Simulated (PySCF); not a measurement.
Be(Cl)(tBu), SMILES [C](C)(C)([Be][Cl])C (C4H9BeCl) at its GFN2-xTB optimised geometry (Å):

```
15

Be     0.8510    -0.0695     0.0000
Cl     2.6048    -0.0695     0.0000
C     -0.9148    -0.0618    -0.0100
C     -1.5146    -1.0637     0.9949
C     -1.4891     1.3219     0.3503
C     -1.4852    -0.4295    -1.3934
H     -2.6048    -1.0255     0.9549
H     -1.2072    -0.8334     2.0122
H     -1.2052    -2.0813     0.7692
H     -1.1817     1.6286     1.3472
H     -1.1598     2.0813    -0.3548
H     -2.5800     1.2909     0.3280
H     -1.1558     0.2731    -2.1552
H     -1.1747    -1.4270    -1.6951
H     -2.5761    -0.4097    -1.3650
```

Method: PySCF with CAM-B3LYP/def2-TZVP. Cells within 0.4 Å of a nucleus heavier than hydrogen are left out (blank, or x).

Map of the electron localisation function on the plane z = 0.8 Å:

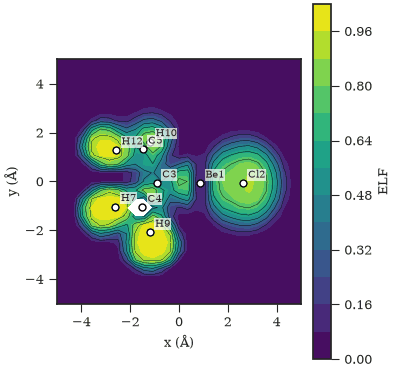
Fig. 1. Electron localisation function on the plane z = 0.8 Å.
